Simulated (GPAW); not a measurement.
## Ga2O3 (C2/m): one start, several treatments of the self-energy

Wanted: the gap of Ga2O3 (C2/m) under several approximations, with cost.

Program: GPAW 26.7.0. Level of theory: PBE and many-body steps on it, plane waves. Results are calculated unless marked as measured.

**What was measured.**

- Gap 4.6 eV: optical gap, direct-transition analysis, x = 0.0; diffuse reflectance, Tauc plot; 300 K; powder (solid-state synthesised powder, 1400 C in air) (“Photoelectric Studies as the Key to Understanding the Nonradiative Processes in Chromium Activated NIR Materials”, 2024, pmc:11328124).

- Gap 4.5 eV: optical absorption edge from ellipsometry; spectroscopic ellipsometry; film (oxidised 75 nm GaSe layer, annealed at 800 C in oxygen) on Al2O3 (“Thin Ga2O3 Layers by Thermal Oxidation of van der Waals GaSe Nanostructures for Ultraviolet Photon Sensing”, 2024, pmc:11320379).

- Gap 4.88 eV: optical direct gap from Tauc plot; optical transmission, Tauc plot; film (as-deposited 50 nm PLD film, (-201) oriented) on c-plane sapphire (“beta-phase (AlxGa1-x)2O3 thin film with Al composition more than 70%”, 2020, arxiv:2005.05799).

- Gap 5.135 eV: direct optical gap from Tauc plot, annealed film; UV-Vis absorption, Tauc plot; 300 K; film (RF sputtered on (0001) sapphire, annealed in air at 800 C, about 123 nm thick) (“High-Performance Deep Ultraviolet Photodetector Based on NiO/β-Ga2O3 Heterojunction”, 2020, pmc:7036083).

- Gap 4.89 eV: direct optical gap from Tauc plot, N2-annealed; optical transmittance, Tauc extrapolation; film (RF-sputtered polycrystalline film, 120 nm, annealed at 800 C for 40 min in N2) on 4H-SiC (“Influence of Annealing Atmosphere on the Characteristics of Ga2O3/4H-SiC n-n Heterojunction Diodes”, 2020, pmc:7013600).

This is a selection; 6 further reports are not listed.

**1. Starting point**

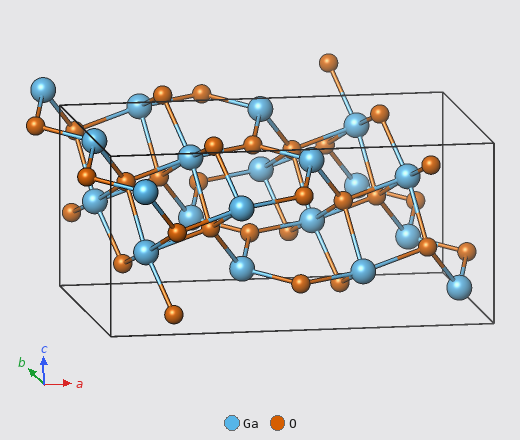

Start, viewed from a free direction; gallium blue, oxygen orange. 1×2×1 cells are drawn. This picture shows the conventional cell, with its axes. Some periodic images of atoms are drawn too.

As a file:

```xyz
10
Lattice="6.1070 -1.5185 0.0000 6.1070 1.5185 0.0000 -1.3860 0.0000 5.6300" Properties=species:S:1:pos:R:3 pbc="T T T"
Ga    0.0041    0.0000    4.4736
Ga   10.8240    0.0000    1.1564
Ga    7.6096    0.0000    1.7679
Ga    3.2184    0.0000    3.8621
O     1.8570    0.0000    0.6182
O     8.9710    0.0000    5.0118
O     1.3361    0.0000    3.1708
O     9.4919    0.0000    2.4592
O     5.7013    0.0000    1.4447
O     5.1267    0.0000    4.1853
```

The cell and positions come from the Crystallography Open Database and are kept as given unless a step says otherwise.

**2. Empty states on the mesh, 4×4×4 mesh, 361 bands**

This step: GPAW 26.7.0; DFT, PBE, plane waves, PAW.

The sums over transitions need many empty states on a uniform mesh; this step solves for them.

run.py reads:

```python
import json
import numpy as np
from gpaw.mpi import world
from gpaw import GPAW

calc = GPAW('gs.gpw').fixed_density(kpts={'size': (4, 4, 4), 'gamma': True},
    parallel={'domain': 1, 'band': 1},
    txt='nscf.txt')
calc.diagonalize_full_hamiltonian(nbands=361)
calc.write('full.gpw', mode='all')
res = {}
kpts = calc.get_ibz_k_points()
res['kpts'] = kpts
res['eigenvalues'] = [calc.get_eigenvalues(kpt=k) for k in range(len(kpts))]
res['n_electrons'] = calc.get_number_of_electrons()

if world.rank == 0:
    with open('result.json', 'w') as f:
        json.dump(res, f, default=lambda x: x.tolist())
```

Started as:

```sh
$ mpirun -n 4 gpaw python run.py
```

Numbers of over 12 decimals in the logs are rounded to 6 here.

What it wrote:

```text
Diagonalizing LCAO Hamiltonian
Converting LCAO to pw mode
convergence criteria:
- Maximum integral of absolute [eigenst]ate change: 4e-08 eV^2 / valence electron
maximum number of iterations: 100

SCF iterations
|iter     |     time |      energy | eigst |  dens |
|iter:   1|  |             | +0.40 |       |
|iter:   2|  |             | -1.15 |       |
|iter:   3|  |             | -2.05 |       |
[...]
|iter:  16|  |             | -7.17 |       |
|iter:  17|  |             | -7.39 |       |
|iter:  18|  |             | -7.57c|       |
SCF steps: 18
  __  _  _
 | _ |_)|_||  |
 |__||  | ||/\| - 26.7.0

Input parameters:
  mode=PW(ecut=600.0),
  convergence={'density': 1e-06, 'bands': -3},
  gpts=array([36, 36, 35]),
  kpts=MonkhorstPack(size=(4, 4, 4), gamma=True),
  maxiter=100,
  nbands=35,
  occupations=Occupations(name='fermi-dirac', width=0.001, fixmagmom=False),
  parallel={'domain': 1, 'band': 1},
  xc=XC(name='PBE')
Matrix size: 3506x3506
# Writing to full.gpw (mode='all')
  [... matrices ...]

timing:  # [seconds]
  Total: 294.320  # ━━━━━━━━━━━━━━━━━━━━━━━━━━━━━━━━━━━━━━━━━━━━━━━━━━━━━━━━━
```

The job ended after 5.4 min (4 MPI ranks of Arm Neoverse V2, shared host; peak memory 5.3 GiB).

This step gave:

| Quantity | Value |
| --- | --- |
| gap | 2.431 eV |
| k of the valence top | 0.5, 0.5, 0.5 |
| k of the conduction bottom | 0, 0, 0 |
| least direct gap | 2.460 eV |
| k points computed | 24 |
| lowest point of the top converged band, above the valence top | 116.6438 eV |

On this mesh the gap is 2.431 eV.

**3. G0W0, Godby-Needs plasmon pole**

Now the one-shot GW correction: screening in the RPA, then the self-energy of the levels asked for.

This step: G0W0 on PBE, plane waves, PAW.

run.py reads:

```python
import json
import numpy as np
from gpaw.mpi import world
from gpaw.response.g0w0 import G0W0

gw = G0W0('full.gpw',
    filename='gw',
    kpts=[0, 23],
    bands=(22, 26),
    ecut=78,
    nbands=163,
    integrate_gamma='WS',
    ppa=True)
gw.calculate()
res = {mode: {k: v for k, v in r.items() if k != 'sigma_eskwn'}
       for mode, r in gw.all_results.items()}

if world.rank == 0:
    with open('result.json', 'w') as f:
        json.dump(res, f, default=lambda x: x.tolist())
```

Started as:

```sh
$ mpirun -n 4 gpaw python run.py
```

What it wrote:

```text
Using integrator: PointIntegrator
FrequencyGridDescriptor(from 0.000+0.000j to 0.000+27.211j eV, 2 points)
Nonperiodic BCs:  [False False False]
Using integrator: PointIntegrator
FrequencyGridDescriptor(from 0.000+0.000j to 0.000+27.211j eV, 2 points)
Nonperiodic BCs:  [False False False]
  ___  _ _ _
 |   || | | |
 | | || | | |
 |__ ||_____|
 |___|

BZ k-points: Symmetries present (total): 4

  [... matrices ...]
64 k-points: 4 x 4 x 4 Monkhorst-Pack grid + [1/8,1/8,1/8]
24 k-points in the irreducible part of the Brillouin zone
       k-points in crystal coordinates                weights
   0:     0.00000000    0.00000000    0.00000000          1/64
   1:     0.00000000    0.00000000    0.25000000          2/64
   2:     0.00000000    0.00000000    0.50000000          1/64
   3:     0.25000000   -0.25000000    0.00000000          2/64
   4:     0.25000000   -0.25000000    0.25000000          4/64
   5:     0.25000000   -0.25000000    0.50000000          2/64
   6:     0.25000000    0.00000000   -0.25000000          4/64
   7:     0.25000000    0.00000000    0.00000000          4/64
   8:     0.25000000    0.00000000    0.25000000          4/64
   9:     0.25000000    0.00000000    0.50000000          4/64
          ...
  23:     0.50000000    0.50000000    0.50000000          1/64

Distributing spins, k-points and bands (1 x 2 x 4) over 4 processes
Number of blocks: 1

Quasi particle states:
k-points (IBZ indices): [0, 23]
Band range: (22, 26)
  [... matrices ...]
Computational parameters:
Plane wave cut-off: 78 eV
Number of bands: 163
Coulomb cutoff: None
Broadening: 0.1 eV

fxc modes: GW
Kernel: RPA
Using Godby-Needs plasmon-pole approximation:
  Fitting energy: i*E0, E0 = 1.000 Hartree
Summing all q:

Calculating screened Coulomb potential
No Coulomb truncation
FrequencyGridDescriptor(from 0.000+0.000j to 0.000+27.211j eV, 2 points)
Removing empty qpoint cache files...

Calculating chi0 body with:
    Ground state adapter containing:
    Number of spins: 1
    Number of kpoints: 64
    Number of irreducible kpoints: 24
    Number of completely occupied states: 24
    Number of partially occupied states: 24
    Occupied states memory: 16.611328125 M / cpu

    Linear response parametrization:
    q_c: [0.0, 0.0, 0.0]
    Number of frequency points: 2
    Planewave cutoff: 78.0
    Number of bands: 163
    Number of planewaves: 165
    Broadening (eta): 1e-06
    comm.size: 4
    kncomm.size: 4
    blockcomm.size: 1

    Memory estimate of potentially large arrays:
        chi0_wGG: 0.830841 M / cpu
Integrating chi0 body.

Symmetries of q_c:
    Direct symmetries (Uq -> q): 4
    Indirect symmetries (TUq -> q): 0
In total 4 allowed symmetries.

  [... matrices ...]
24 groups of equivalent kpoints. 62.5% reduction.

Integral kind: response function
Integrating chi0 head and wings.

Symmetries of q_c:
    Direct symmetries (Uq -> q): 4
    Indirect symmetries (TUq -> q): 0
In total 4 allowed symmetries.

  [... matrices ...]
24 groups of equivalent kpoints. 62.5% reduction.

Integral kind: response function wings

Calculating chi0 body with:
    Ground state adapter containing:
    Number of spins: 1
    Number of kpoints: 64
    Number of irreducible kpoints: 24
    Number of completely occupied states: 24
    Number of partially occupied states: 24
    Occupied states memory: 16.611328125 M / cpu

    Linear response parametrization:
[... the further q-points ...]

Results:
f:      Occupation numbers
eps:     KS-eigenvalues [eV]
vxc:     KS vxc [eV]
exx:     Exact exchange [eV]
sigma:   Self-energies [eV]
dsigma:  Self-energy derivatives
Z:       Renormalization factors
qp:      QP-energies [eV]

k-point 0 (0): (0.000, 0.000, 0.000)                GW
band       f     eps     vxc     exx   sigma  dsigma       Z      qp
                                                                   GW
  22   1.000   4.721 -21.138 -26.645   4.740  -0.271   0.787   4.118
  23   1.000   4.994 -21.523 -27.160   4.870  -0.269   0.788   4.388
  24   0.000   7.453 -16.695 -12.320  -2.835  -0.184   0.845   8.754
  25   0.000  10.774 -17.097 -11.614  -3.346  -0.199   0.834  12.555

k-point 1 (23): (0.500, 0.500, 0.500)                GW
band       f     eps     vxc     exx   sigma  dsigma       Z      qp
                                                                   GW
  22   1.000   4.420 -21.067 -26.668   4.798  -0.269   0.788   3.788
  23   1.000   5.022 -21.086 -26.888   4.998  -0.274   0.785   4.391
  24   0.000  10.249 -18.334 -13.231  -3.019  -0.204   0.830  11.979
  25   0.000  10.403 -17.538 -12.342  -3.135  -0.207   0.829  12.110
```

Wall time 12 min (4 MPI ranks); peak memory 2.9 GiB; 49 min of CPU time.

Numbers from this step:

- G0W0 gap on the points computed: 4.363 eV
- least direct G0W0 gap on the computed points: 4.365 eV
- Z at the valence top: 0.7850
- Z at the conduction bottom: 0.8449
- starting gap on the mesh: 2.431 eV
- k of the valence top: 0.5, 0.5, 0.5
- k of the conduction bottom: 0, 0, 0

The gap on the mesh goes from 2.43 eV to 4.36 eV, a correction of +1.93 eV.

**4. One-shot HSE06**

This step: one-shot HSE06 levels on PBE orbitals, plane waves, PAW.

run.py reads:

```python
import json
import numpy as np
from gpaw.mpi import world
from gpaw.hybrids.eigenvalues import non_self_consistent_eigenvalues

dft, vxc, vxc_hyb = non_self_consistent_eigenvalues('full.gpw', 'HSE06', 22, 26, kpt_indices=[0, 23])
res = {'dft': dft[0], 'hybrid': (dft - vxc + vxc_hyb)[0]}
if world.rank == 0:
    with open('hybrid.txt', 'w') as f:
        for k, e0, e1 in zip([0, 23], res['dft'], res['hybrid']):
            print(k, ' '.join(f'{x:9.4f}' for x in e0), '|', ' '.join(f'{x:9.4f}' for x in e1), file=f)

if world.rank == 0:
    with open('result.json', 'w') as f:
        json.dump(res, f, default=lambda x: x.tolist())
```

Started as:

```sh
$ mpirun -n 4 gpaw python run.py
```

What it wrote:

```text
builder.py:213: UserWarning: The angles between your unit-cell vectors are 103.4, 103.4 and 27.9 degrees.  Results may be wrong!  Please Niggli-reduce your unit-cell so that the angles are closer to 90 degrees:

  from ase.build import niggli_reduce
  niggli_reduce(atoms)
  [... matrices ...]
  warnings.warn(
builder.py:213: UserWarning: The angles between your unit-cell vectors are 103.4, 103.4 and 27.9 degrees.  Results may be wrong!  Please Niggli-reduce your unit-cell so that the angles are closer to 90 degrees:

  from ase.build import niggli_reduce
  niggli_reduce(atoms)
  [... matrices ...]
  warnings.warn(
builder.py:213: UserWarning: The angles between your unit-cell vectors are 103.4, 103.4 and 27.9 degrees.  Results may be wrong!  Please Niggli-reduce your unit-cell so that the angles are closer to 90 degrees:

  from ase.build import niggli_reduce
  niggli_reduce(atoms)
  [... matrices ...]
  warnings.warn(
builder.py:213: UserWarning: The angles between your unit-cell vectors are 103.4, 103.4 and 27.9 degrees.  Results may be wrong!  Please Niggli-reduce your unit-cell so that the angles are closer to 90 degrees:

  from ase.build import niggli_reduce
  niggli_reduce(atoms)
  [... matrices ...]
  warnings.warn(
IBZ(<points: 24, symmetries: 4>)
Occupied bands: 24
Transforming wave functions from IBZ to BZ: 0.045 seconds
Distributing wave functions and iFFT-ing to real space: 0.626 seconds
Calculating eigenvalues:
  k-points: 2
  Bands: 22-25 (inclusive)
  Seconds: 4.014 (wave-function broadcasting: 0.012 seconds)
HSE06-eigenvalue shifts:
  min: -1.393 eV
  ave: -0.443 eV
  max: 0.570 eV
```

Wall time 7.7 s (4 MPI ranks); peak memory 2.3 GiB.

Numbers from this step:

| Quantity | Value |
| --- | --- |
| starting gap on the mesh | 2.431 eV |
| hybrid gap on the mesh | 4.165 eV |
| least direct hybrid gap on the computed points | 4.167 eV |

**5. G0W0, extrapolated in the cutoff**

This step: G0W0 on PBE, plane waves, PAW.

run.py reads:

```python
import json
import numpy as np
from gpaw.mpi import world
from gpaw.response.g0w0 import G0W0

gw = G0W0('full.gpw',
    filename='gw',
    kpts=[0, 23],
    bands=(22, 26),
    ecut=130.0,
    integrate_gamma='WS',
    ppa=True,
    ecut_extrapolation=True)
gw.calculate()
res = {mode: {k: v for k, v in r.items() if k != 'sigma_eskwn'}
       for mode, r in gw.all_results.items()}

if world.rank == 0:
    with open('result.json', 'w') as f:
        json.dump(res, f, default=lambda x: x.tolist())
```

Started as:

```sh
$ mpirun -n 4 gpaw python run.py
```

What it wrote:

```text
Using integrator: PointIntegrator
FrequencyGridDescriptor(from 0.000+0.000j to 0.000+27.211j eV, 2 points)
Nonperiodic BCs:  [False False False]
Using integrator: PointIntegrator
FrequencyGridDescriptor(from 0.000+0.000j to 0.000+27.211j eV, 2 points)
Nonperiodic BCs:  [False False False]
  ___  _ _ _
 |   || | | |
 | | || | | |
 |__ ||_____|
 |___|

BZ k-points: Symmetries present (total): 4

  [... matrices ...]
64 k-points: 4 x 4 x 4 Monkhorst-Pack grid + [1/8,1/8,1/8]
24 k-points in the irreducible part of the Brillouin zone
       k-points in crystal coordinates                weights
   0:     0.00000000    0.00000000    0.00000000          1/64
   1:     0.00000000    0.00000000    0.25000000          2/64
   2:     0.00000000    0.00000000    0.50000000          1/64
[...]
9:     0.25000000    0.00000000    0.50000000          4/64
          ...
  23:     0.50000000    0.50000000    0.50000000          1/64

Distributing spins, k-points and bands (1 x 2 x 4) over 4 processes
Number of blocks: 1

Quasi particle states:
k-points (IBZ indices): [0, 23]
Band range: (22, 26)
  [... matrices ...]
Computational parameters:
Extrapolating to infinite plane wave cut-off using points at:
  112.031 eV
  120.183 eV
  130.000 eV
Number of bands: 351
Coulomb cutoff: None
Broadening: 0.1 eV

fxc modes: GW
Kernel: RPA
Using Godby-Needs plasmon-pole approximation:
  Fitting energy: i*E0, E0 = 1.000 Hartree
Summing all q:

Calculating screened Coulomb potential
No Coulomb truncation
FrequencyGridDescriptor(from 0.000+0.000j to 0.000+27.211j eV, 2 points)
Removing empty qpoint cache files...

Calculating chi0 body with:
    Ground state adapter containing:
    Number of spins: 1
    Number of kpoints: 64
    Number of irreducible kpoints: 24
[...]
chi0_wGG: 3.507111 M / cpu
Integrating chi0 body.

Symmetries of q_c:
    Direct symmetries (Uq -> q): 4
    Indirect symmetries (TUq -> q): 0
In total 4 allowed symmetries.

  [... matrices ...]
24 groups of equivalent kpoints. 62.5% reduction.

Integral kind: response function
Integrating chi0 head and wings.

Symmetries of q_c:
    Direct symmetries (Uq -> q): 4
    Indirect symmetries (TUq -> q): 0
In total 4 allowed symmetries.

  [... matrices ...]
24 groups of equivalent kpoints. 62.5% reduction.

Integral kind: response function wings

Calculating chi0 body with:
    Ground state adapter containing:
    Number of spins: 1
    Number of kpoints: 64
    Number of irreducible kpoints: 24
    Number of completely occupied states: 24
    Number of partially occupied states: 24
    Occupied states memory: 16.611328125 M / cpu

    Linear response parametrization:
[... the further q-points ...]
Extrapolating selfenergy to infinite energy cutoff:
  Performing linear fit to 3 points
  Warning: Bad quality of linear fit for some (n,k).
           Higher cutoff might be necessary.
  Minimum R^2 = 0.0860. (R^2 Should be close to 1)
  [... matrices ...]
Results:
f:      Occupation numbers
eps:     KS-eigenvalues [eV]
vxc:     KS vxc [eV]
exx:     Exact exchange [eV]
sigma:   Self-energies [eV]
dsigma:  Self-energy derivatives
Z:       Renormalization factors
qp:      QP-energies [eV]

k-point 0 (0): (0.000, 0.000, 0.000)                GW
band       f     eps     vxc     exx   sigma  dsigma       Z      qp
                                                                   GW
  22   1.000   4.721 -21.138 -26.645   4.057  -0.295   0.772   3.601
  23   1.000   4.994 -21.523 -27.160   4.143  -0.292   0.774   3.837
  24   0.000   7.453 -16.695 -12.320  -2.968  -0.196   0.836   8.629
[...]
k-point 1 (23): (0.500, 0.500, 0.500)                GW
band       f     eps     vxc     exx   sigma  dsigma       Z      qp
                                                                   GW
[...]
24   0.000  10.249 -18.334 -13.231  -3.401  -0.209   0.827  11.657
  25   0.000  10.403 -17.538 -12.342  -3.554  -0.221   0.819  11.747
```

Wall time 39 min (4 MPI ranks); peak memory 3.2 GiB; 2.6 h of CPU time.

This step gave:

```
quasiparticle gap on the points computed              : 4.759 eV
least direct quasiparticle gap on the computed points : 4.793 eV
Z at the valence top                                  : 0.7709
Z at the conduction bottom                            : 0.8364
starting gap on the mesh                              : 2.431 eV
k of the valence top                                  : 0.5, 0.5, 0.5
k of the conduction bottom                            : 0, 0, 0
gaps at the cutoffs of the extrapolation              : 4.494, 4.520, 4.548 eV
```

Against G0W0 in GPAW (4×4×4 mesh, 163 bands, screening to 78 eV, Godby-Needs plasmon pole), the gap moves by +0.397 eV.

[end of part 1 of 2]

[Paths, hosts, dates, memory and timing lines, banners, echoed tables and standing remarks are left out of the program output.]

[Logs are printed without paths, hosts, clocks, repeated set-up lines and the standing remarks that a program may print on its own settings, such as how far it seeks lower states.]

[Runs of the session that timed out or met a known fault of the program may be left out.]

[Hosts, paths, dates, database ids (printed as entryN), source tags and the programs' standing remarks are cut or masked in the printed files.]
